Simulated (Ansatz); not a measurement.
# HNO3 (SMILES O=NOO): r2SCAN/6-311+G(d,p)

What is the electronic atomisation energy of HNO3 at r2SCAN/6-311+G**? 

The calculation is run with Ansatz 0.2.0.

51 further runs of the same task are left out: 51 set aside as unsound or not needed.

### 1 Starting point

HNO3: 5 atoms, total charge 0, spin state singlet. As SMILES, `O=NOO`. Geometry: relaxed at PBE0-D4/def2-TZVP. This is one conformer, not always the lowest.

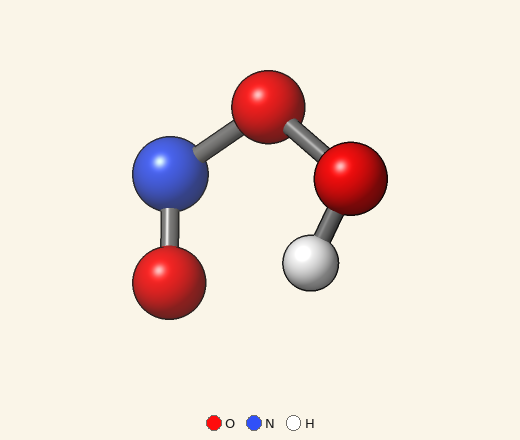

Viewed from a chosen angle; oxygen red, nitrogen blue, hydrogen white.

### 2 A single-point energy at r2SCAN/6-311+G(d,p)

job.yaml

```yaml
basis:
  gaussian:
    orbitals: 6-311+G_st__st_.json
crystal:
  periodic: [false, false, false]
  atoms:
    - {symbol: O, position_ang: [0.136350, -0.835310, 0.979060]}
    - {symbol: "N", position_ang: [-0.871770, -0.628300, 0.400790]}
    - {symbol: O, position_ang: [-0.775090, 0.288530, -0.589000]}
    - {symbol: O, position_ang: [0.508600, 0.826880, -0.747550]}
    - {symbol: H, position_ang: [1.001920, 0.348200, -0.043280]}
total_charge: 0
hamiltonian:
  xc: {name: r2SCAN}
accuracy: high
output: {orbitals: {seedname: orbitals}}
```

The basis set 6-311+G** is read from a file made from the Basis Set Exchange's data (not shown).

Command:

```sh
ansatz run job.yaml --threads 1 --pin off --max-ram 3480MiB --events-out events.jsonl --progress --plain --runs-dir runs
```

Log:

```text
Warning: RAYON_NUM_THREADS=1 ignored (pool sized by the plan → 1); use --threads N
Functional definition: r2SCAN
  name "r2SCAN"
  parameter k0 = 0.174
  parameter k1 = 0.065
  parameter a1 = 4.9479
  exchange = r2scan_x(k0 = k0, k1 = k1, a1 = a1)
  correlation = r2scan_c
1794 factors; integrals over basis functions are off by at most 2.9e-9 eV
mean field evaluation 1: about -7637.7896 eV, gradient 4.6e1 eV
mean field evaluation 2: about -7625.7415 eV, gradient 9.6e1 eV
mean field evaluation 4: about -7640.6742 eV, gradient 1.2e1 eV
mean field evaluation 8: about -7640.9794 eV, gradient 7.2e-1 eV
mean field evaluation 16: about -7640.9803 eV, gradient 1.9e-5 eV
mean field -7640.98029021 eV, -280.8008464228 hartree, gradient 5.2e-8 eV, S^2 0.000000; 0 other end points of the search recorded, 0 dependent functions left out
reference -7640.98029120 eV, -280.8008464593 hartree; 16, 16 occupied and 78, 78 virtual orbitals, 1794 factors
Total energy: -7640.98029120 eV, -280.8008464593 hartree
```

Wall time 8.4 s (1 thread of Arm Neoverse V2, shared host); peak memory 0.24 GiB.

### 3 The H atom at the same level

in.yaml

```yaml
crystal:
  periodic: [false, false, false]
  atoms:
    - {symbol: H, position_ang: [0.000000, 0.000000, 0.000000]}
basis:
  gaussian: {orbitals: 6-311+G_st__st_.json}
magnetization: {spin_polarized: true, initial_magnetization: 1}
hamiltonian: {xc: r2scan}
accuracy: high
```

The basis set 6-311+G** is read from a file made from the Basis Set Exchange's data (not shown).

Run the same way, it converges to -0.49993 Eh (log not shown).

### 4 The N atom at the same level

molecule.yaml

```yaml
crystal:
  periodic: [false, false, false]
  atoms:
    - {symbol: "N", position_ang: [0.000000, 0.000000, 0.000000]}
basis:
  gaussian: {orbitals: 6-311+G_st__st_.json}
magnetization: {spin_polarized: true, initial_magnetization: 3}
hamiltonian: {xc: r2scan}
accuracy: high
```

The basis set 6-311+G** is read from a file made from the Basis Set Exchange's data (not shown).

Run the same way, it converges to -54.57778 Eh (log not shown).

### 5 The O atom

input.yaml

```yaml
crystal:
  periodic: [false, false, false]
  atoms:
    - symbol: O
      position_ang: [0.000000, 0.000000, 0.000000]
basis:
  gaussian: {orbitals: 6-311+G_st__st_.json}
magnetization: {spin_polarized: true, initial_magnetization: 2}
hamiltonian: {xc: r2scan}
accuracy: high
```

The basis set 6-311+G** is read from a file made from the Basis Set Exchange's data (not shown).

Run the same way, it converges to -75.05153 Eh (log not shown).

### 6 Summary of results

Level: r2SCAN/6-311+G**.

| quantity | value |
| --- | --- |
| molecule: total energy | -280.80085 Eh |
| molecule: HOMO energy | -7.95 eV |
| molecule: LUMO energy | -3.77 eV |
| molecule: HOMO–LUMO gap | 4.18 eV |
| H atom: total energy | -0.49993 Eh |
| H atom: ⟨S²⟩ | 0.750 |
| N atom: total energy | -54.57778 Eh |
| N atom: ⟨S²⟩ | 3.755 |
| O atom: total energy | -75.05153 Eh |
| O atom: ⟨S²⟩ | 2.005 |
| electronic atomisation energy | 15.471 eV |

Taking the molecule apart into free atoms costs 15.47 eV (1493 kJ/mol), before zero-point energy and without spin-orbit coupling.
